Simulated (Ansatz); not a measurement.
# revPBE/def2-SVP (core potential) run of InHCl2O (SMILES [OH][In]([Cl])[Cl])

What is the electronic atomisation energy of InHCl2O at revPBE/def2-SVP (core potential)? 

The calculation is run with Ansatz 0.2.0.

59 further runs of the same task are left out: 6 that didn't finish, 53 set aside as unsound or not needed.

## 1. The molecule

InHCl2O has 5 atoms, charge 0, and is taken as a singlet. As SMILES, `[OH][In]([Cl])[Cl]`. The coordinates come from a PBE0-D4/def2-TZVP relaxation.

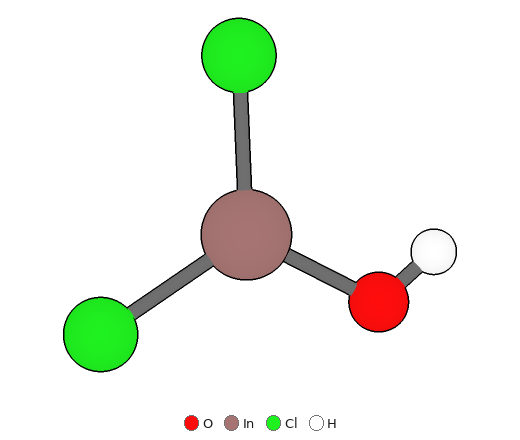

Viewed from a chosen angle; oxygen red, indium brown, chlorine green, hydrogen white.

## 2. The energy at revPBE/def2-SVP (core potential)

File molecule.yaml:

```yaml
crystal:
  periodic: [false, false, false]
  atoms:
    - {symbol: O, position_ang: [-0.347800, 1.510200, -0.137200]}
    - {symbol: In, position_ang: [-0.087900, -0.432900, -0.100800]}
    - {symbol: Cl, position_ang: [1.722600, -1.320600, 1.019900]}
    - {symbol: Cl, position_ang: [-1.580600, -1.801600, -1.170600]}
    - {symbol: H, position_ang: [0.343600, 1.971200, 0.347200]}
basis:
  gaussian: {orbitals: def2-SVP}
hamiltonian: {xc: {name: revPBE}}
accuracy: high
output: {orbitals: {seedname: orbitals}}
```

Command:

```console
$ ansatz run molecule.yaml --threads 1 --pin off --max-ram 3480MiB --events-out events.jsonl --progress --plain --runs-dir runs
```

Log:

```text
Warning: RAYON_NUM_THREADS=1 ignored (pool sized by the plan → 1); use --threads N
Functional definition: revPBE
  name "revPBE"
  parameter kappa = 1.245
  parameter beta = 0.06672455060314922
  exchange = pbe_x(kappa = kappa, mu = beta*pi^2/3)
  correlation = pbe_c(beta = beta)
1712 factors; integrals over basis functions are off by at most 8.7e-9 eV
mean field evaluation 1: about -32264.1561 eV, gradient 6.2e1 eV
mean field evaluation 2: about -32147.1525 eV, gradient 1.8e2 eV
mean field evaluation 4: about -32270.6314 eV, gradient 2.0e1 eV
mean field evaluation 8: about -32271.8144 eV, gradient 2.1e-1 eV
mean field evaluation 16: about -32271.8085 eV, gradient 7.6e-5 eV
mean field -32271.80851165 eV, -1185.9670881858 hartree, gradient 2.5e-8 eV, S^2 0.000000; 0 other end points of the search recorded, 0 dependent functions left out
reference -32271.80851705 eV, -1185.9670883843 hartree; 32, 32 occupied and 49, 49 virtual orbitals, 1712 factors
Total energy: -32271.80851705 eV, -1185.9670883843 hartree
```

Wall time 6 s (1 thread of Arm Neoverse V2, shared host); peak memory 0.2 GiB.

## 3. The Cl atom, same level

File molecule.yaml:

```yaml
crystal:
  periodic: [false, false, false]
  atoms:
    - {symbol: Cl, position_ang: [0.000000, 0.000000, 0.000000]}
basis:
  gaussian: {orbitals: def2-SVP}
total_charge: 0
magnetization: {spin_polarized: true, initial_magnetization: 1}
hamiltonian: {xc: {name: revPBE}}
accuracy: high
```

Command:

```console
$ ansatz run molecule.yaml --threads 1 --pin off --max-ram 3480MiB --events-out events.jsonl --progress --plain --runs-dir runs
```

Log:

```text
Warning: RAYON_NUM_THREADS=1 ignored (pool sized by the plan → 1); use --threads N
Functional definition: revPBE
  name "revPBE"
  parameter kappa = 1.245
  parameter beta = 0.06672455060314922
  exchange = pbe_x(kappa = kappa, mu = beta*pi^2/3)
  correlation = pbe_c(beta = beta)
134 factors; integrals over basis functions are off by at most 2.6e-9 eV
mean field evaluation 1: about -12514.5871 eV, gradient 3.3e0 eV
mean field evaluation 2: about -12514.6454 eV, gradient 1.4e0 eV
mean field evaluation 4: about -12514.6531 eV, gradient 3.6e-1 eV
mean field evaluation 8: about -12514.6536 eV, gradient 1.0e-4 eV
mean field evaluation 16: about -12514.6536 eV, gradient 9.3e-9 eV
mean field evaluation 32: about -12514.6538 eV, gradient 1.2e-1 eV
mean field -12514.65363042 eV, -459.9050381809 hartree, gradient 5.6e-9 eV, S^2 0.751741; 2 other end points of the search recorded, 0 dependent functions left out
reference -12514.65363159 eV, -459.9050382240 hartree; 9, 8 occupied and 9, 10 virtual orbitals, 134 factors
Total energy: -12514.65363159 eV, -459.9050382240 hartree
```

Wall time 0.9 s (1 thread of Arm Neoverse V2, shared host).

## 4. The H atom, same level

File molecule.yaml:

```yaml
crystal:
  periodic: [false, false, false]
  atoms:
    - symbol: H
      position_ang: [0.000000, 0.000000, 0.000000]
basis:
  gaussian:
    orbitals: def2-SVP
magnetization:
  spin_polarized: true
  initial_magnetization: 1
hamiltonian:
  xc: {name: revPBE}
accuracy: high
```

Command:

```console
$ ansatz run molecule.yaml --threads 1 --pin off --max-ram 3480MiB --events-out events.jsonl --progress --plain --runs-dir runs
```

Log:

```text
Warning: RAYON_NUM_THREADS=1 ignored (pool sized by the plan → 1); use --threads N
Functional definition: revPBE
  name "revPBE"
  parameter kappa = 1.245
  parameter beta = 0.06672455060314922
  exchange = pbe_x(kappa = kappa, mu = beta*pi^2/3)
  correlation = pbe_c(beta = beta)
15 factors; integrals over basis functions are off by at most 8.9e-10 eV
mean field evaluation 1: about -13.6910 eV, gradient 3.7e-1 eV
mean field evaluation 2: about -13.6908 eV, gradient 3.7e-1 eV
mean field evaluation 4: about -13.6926 eV, gradient 1.8e-5 eV
mean field evaluation 8: about -13.6926 eV, gradient 2.2e-10 eV
mean field -13.69257262 eV, -0.5031927628 hartree, gradient 1.5e-10 eV, S^2 0.750000; 0 other end points of the search recorded, 0 dependent functions left out
reference -13.69257487 eV, -0.5031928452 hartree; 1, 0 occupied and 4, 5 virtual orbitals, 15 factors
Total energy: -13.69257487 eV, -0.5031928452 hartree
```

Run time: 0.1 s. Hardware: 1 thread of Arm Neoverse V2, shared host.

## 5. The In atom, same level

Edit molecule.yaml of step 4 so:

```diff
@@ -3,3 +3,3 @@
   atoms:
-    - symbol: H
+    - symbol: In
       position_ang: [0.000000, 0.000000, 0.000000]
```

Run the same way, it converges to -190.16523 Eh (log not shown).

## 6. The O atom

File job.yaml:

```yaml
basis:
  gaussian: {orbitals: def2-SVP}
crystal:
  periodic: [false, false, false]
  atoms:
    - {symbol: O, position_ang: [0.000000, 0.000000, 0.000000]}
magnetization: {spin_polarized: true, initial_magnetization: 2}
total_charge: 0
accuracy: high
hamiltonian: {xc: {name: revPBE}}
```

Command:

```console
$ ansatz run job.yaml --threads 1 --pin off --max-ram 3480MiB --events-out events.jsonl --progress --plain --runs-dir runs
```

Log:

```text
Warning: RAYON_NUM_THREADS=1 ignored (pool sized by the plan → 1); use --threads N
Functional definition: revPBE
  name "revPBE"
  parameter kappa = 1.245
  parameter beta = 0.06672455060314922
  exchange = pbe_x(kappa = kappa, mu = beta*pi^2/3)
  correlation = pbe_c(beta = beta)
95 factors; integrals over basis functions are off by at most 1.3e-9 eV
mean field evaluation 1: about -2040.0203 eV, gradient 7.2e0 eV
mean field evaluation 2: about -2040.0900 eV, gradient 5.6e0 eV
mean field evaluation 4: about -2040.2128 eV, gradient 6.7e-3 eV
mean field evaluation 8: about -2040.2128 eV, gradient 3.4e-5 eV
mean field evaluation 16: about -2040.2128 eV, gradient 1.1e-1 eV
mean field -2040.21283313 eV, -74.9764387115 hartree, gradient 1.2e-8 eV, S^2 2.001960; 1 other end points of the search recorded, 0 dependent functions left out
reference -2040.21283392 eV, -74.9764387407 hartree; 5, 3 occupied and 9, 11 virtual orbitals, 95 factors
Total energy: -2040.21283392 eV, -74.9764387407 hartree
```

Wall time 0.36 s (1 thread of Arm Neoverse V2, shared host).

## 7. Outcome

Level: revPBE/def2-SVP (core potential).

```
                     quantity           value
       molecule: total energy  -1185.96709 Eh
        molecule: HOMO energy        -7.26 eV
        molecule: LUMO energy        -3.15 eV
      molecule: HOMO–LUMO gap         4.10 eV
        Cl atom: total energy   -459.90504 Eh
                Cl atom: ⟨S²⟩           0.752
         H atom: total energy     -0.50319 Eh
                 H atom: ⟨S²⟩           0.750
        In atom: total energy   -190.16523 Eh
                In atom: ⟨S²⟩           0.752
         O atom: total energy    -74.97644 Eh
                 O atom: ⟨S²⟩           2.002
electronic atomisation energy       13.936 eV
```

Taking the molecule apart into free atoms costs 13.94 eV (321 kcal/mol), before zero-point energy and without spin-orbit coupling.
